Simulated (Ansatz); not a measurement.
# CH4BCl: composite energy at a relaxed geometry, by script

A script is to give a composite energy at a relaxed geometry; the system is CH4BCl. SMILES: BCCl.

Computed with Ansatz 0.2.0 through its Python package. The levels of theory stand in the script.

## (1) Starting point

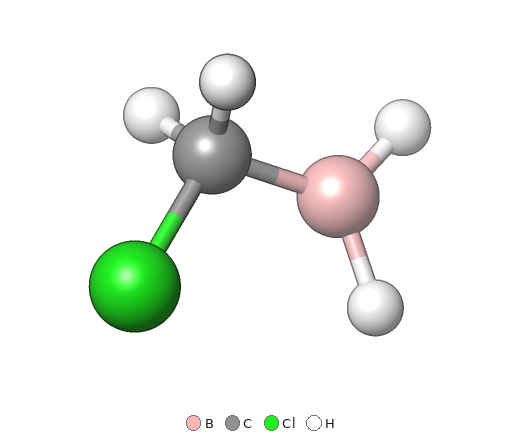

The starting structure, viewed from a chosen angle; boron pink, carbon grey, chlorine green, hydrogen white.

Input file ch4bcl.xyz:

```xyz
7

B    -0.65750   -0.05400   -0.61140
C     0.44620   -0.14870    0.45590
Cl    1.28020    1.40220    0.61740
H    -1.31370   -0.93020   -0.87570
H    -0.89350    1.00700   -1.20150
H     1.16430   -0.91450    0.13190
H     0.03530   -0.42970    1.43760
```

## (2) Script

The input, composite.py:

```python
# -*- coding: utf-8 -*-
from dataclasses import dataclass
import warnings

import ansatz
import numpy as np


@dataclass
class RunConfig:
    basis_set: str = 'def2-SVP'
    functional: str = 'r2SCAN'


opts = RunConfig()

warnings.simplefilter('ignore', ansatz.DeckWarning)

system = ansatz.Crystal.molecule_from_extxyz('ch4bcl.xyz')

calculation = (
    system.calculation()
    .basis(gaussian=opts.basis_set)
    .functional(opts.functional)
)
symbols = [site.symbol for site in system.cartesian_sites]
start = np.array([site.position_ang for site in system.cartesian_sites], dtype=float)
summary = calculation.relax(force_tolerance=0.01, max_steps=100).run(threads=1).report
end = np.array(summary['positions_ang'])
print('final positions (A) and the move of each atom')
for symbol, xyz, old in zip(symbols, end, start):
    print(f'{symbol:2s} {xyz[0]:10.5f} {xyz[1]:10.5f} {xyz[2]:10.5f}   {np.linalg.norm(xyz - old):7.4f}')

minimum = ansatz.Crystal.molecule()
for symbol, place in zip(symbols, end):
    minimum = minimum.atom(symbol, place.tolist())
at_minimum = minimum.calculation()
level = lambda method, basis: at_minimum.basis(gaussian=basis).correlation(method).run(threads=1).report
small, large, cluster = level('mp2', 'cc-pVDZ'), level('mp2', 'cc-pVTZ'), level('ccsd_t', 'cc-pVDZ')
corr = lambda each: (each['free_energy_ev'] - each['reference_energy_ev']) / 27.211386246
mp2_limit = (27 * corr(large) - 8 * corr(small)) / 19
pieces = {'HF / cc-pVTZ': large['reference_energy_ev'] / 27.211386246, 'MP2 correlation, DZ-TZ limit': mp2_limit, 'CCSD(T) - MP2 / cc-pVDZ': corr(cluster) - corr(small)}
for name, value in pieces.items():
    print(f'{name:32s} {value:14.6f} Ha')
print(f'{"sum":32s} {sum(pieces.values()):14.6f} Ha')
print('T1 diagnostic', round(cluster['correlation']['coupled_cluster']['t1_diagnostic'], 4))
```

## (3) The calls as engine input

The package turns the script's settings into the engine's input (first run):

```yaml
crystal:
  periodic: [false, false, false]
  atoms:
    - { symbol: B, position_ang: [-0.6575, -0.054, -0.6114] }
    - { symbol: C, position_ang: [0.4462, -0.1487, 0.4559] }
    - { symbol: Cl, position_ang: [1.2802, 1.4022, 0.6174] }
    - { symbol: H, position_ang: [-1.3137, -0.9302, -0.8757] }
    - { symbol: H, position_ang: [-0.8935, 1.007, -1.2015] }
    - { symbol: H, position_ang: [1.1643, -0.9145, 0.1319] }
    - { symbol: H, position_ang: [0.0353, -0.4297, 1.4376] }
basis:
  gaussian:
    orbitals: def2-SVP
hamiltonian:
  xc: r2scan
relax:
  f_tol: 0.01
  max_steps: 100
```

## (4) The run

Started as:

```sh
> python composite.py
```

What it wrote:

```text
final positions (A) and the move of each atom
B    -0.68744   -0.01105   -0.63716    0.0583
C     0.44483   -0.09790    0.42277    0.0607
Cl    1.39700    1.40099    0.72956    0.1619
H    -1.32388   -1.02134   -0.83364    0.1009
H    -0.94305    0.99380   -1.24982    0.0705
H     1.15266   -0.89748    0.13569    0.0210
H     0.02119   -0.43492    1.38680    0.0530
HF / cc-pVTZ                        -524.399899 Ha
MP2 correlation, DZ-TZ limit          -0.507851 Ha
CCSD(T) - MP2 / cc-pVDZ               -0.052813 Ha
sum                                 -524.960562 Ha
T1 diagnostic 0.0087
```

Wall time 27 s (1 thread of Arm Neoverse V1, shared host); peak memory 0.3 GiB.

## (5) The relaxation of run 0, step by step

Step by step:

```
step  E - E(step 1) (eV)  largest force component (eV/Å)
   1              0.0000                          2.3151
   2             -0.1710                          0.7907
   3             -0.1873                          0.2991
   4             -0.1960                          0.0486
   5             -0.1965                          0.0131
   6             -0.1965                          0.0148
   7             -0.1965                          0.0018
```

Step 1 is the start.

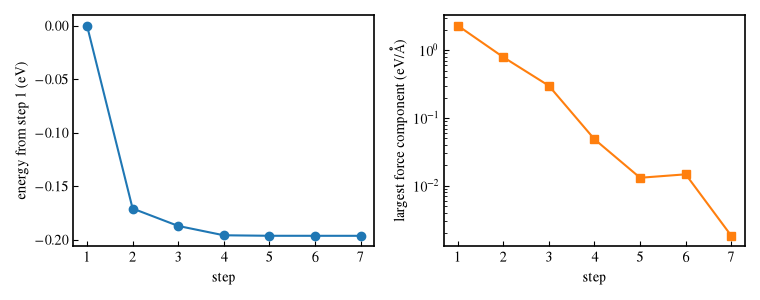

Energy and largest force along the relaxation.

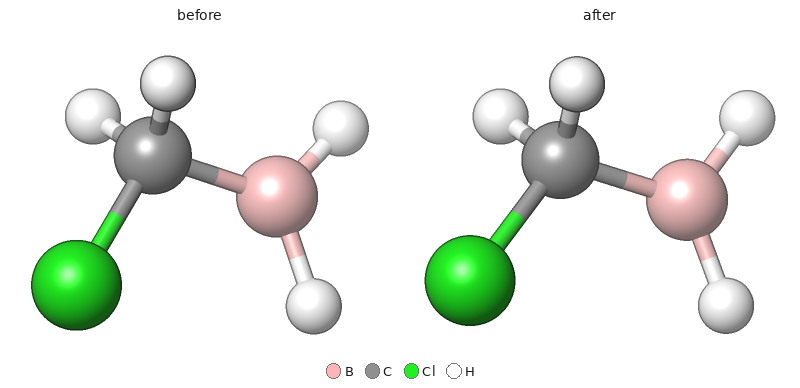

The structure before (left) and after (right) the relaxation, drawn at the same scale.

Before: Bond lengths: B1–C2 1.538 Å, C2–Cl3 1.768 Å, B1–H4 1.126 Å, B1–H5 1.237 Å, C2–H6 1.099 Å, C2–H7 1.101 Å. Angles: B1–C2–Cl3 110.4°, B1–C2–H6 107.9°, B1–C2–H7 111.5°, Cl3–C2–H6 109.3°, Cl3–C2–H7 108.6°, H6–C2–H7 109.2°, C2–B1–H4 122.2°, C2–B1–H5 121.4°, H4–B1–H5 116.4°.

After: Bond lengths: B1–C2 1.553 Å, C2–Cl3 1.802 Å, B1–H4 1.210 Å, B1–H5 1.204 Å, C2–H6 1.106 Å, C2–H7 1.106 Å. Angles: B1–C2–Cl3 117.1°, B1–C2–H6 109.3°, B1–C2–H7 109.4°, Cl3–C2–H6 107.9°, Cl3–C2–H7 107.9°, H6–C2–H7 104.6°, C2–B1–H4 116.6°, C2–B1–H5 123.3°, H4–B1–H5 120.2°.

Run 0 is this relaxation; the runs after it count from 1.

## (6) The runs side by side

The 3 runs, in the order started:

| run | basis | method | energy (eV) | iterations in all | CPU time (s) |
| --- | --- | --- | --- | --- | --- |
| 1 | cc-pVDZ | mp2 | -14278.5036 | 10 | 0.52 |
| 2 | cc-pVTZ | mp2 | -14282.2735 | 11 | 2 |
| 3 | cc-pVDZ | ccsd_t | -14279.9407 | 15 | 1.7 |

## (7) Results

| quantity | value |
| --- | --- |
| T1 diagnostic | 0.0087 |
| composite energy | -524.960562 Ha |
| runs compared | 3 |

What this shows: All 3 runs converged (10 to 15 cycles). A T1 diagnostic under about 0.02 supports a single-reference treatment, as here. Run 0: The relaxation took 6 moves; the largest shift is 0.162 Å, of atom 3 (Cl). Caveats:
- The sum leaves out core correlation, relativity, the Hartree-Fock basis error and zero-point energy; a DZ-TZ extrapolation is rough.
- Inner cores stay frozen, so this is valence correlation.
- For Al to Cl the sets with a tight d function, cc-pV(X+d)Z, are usual.
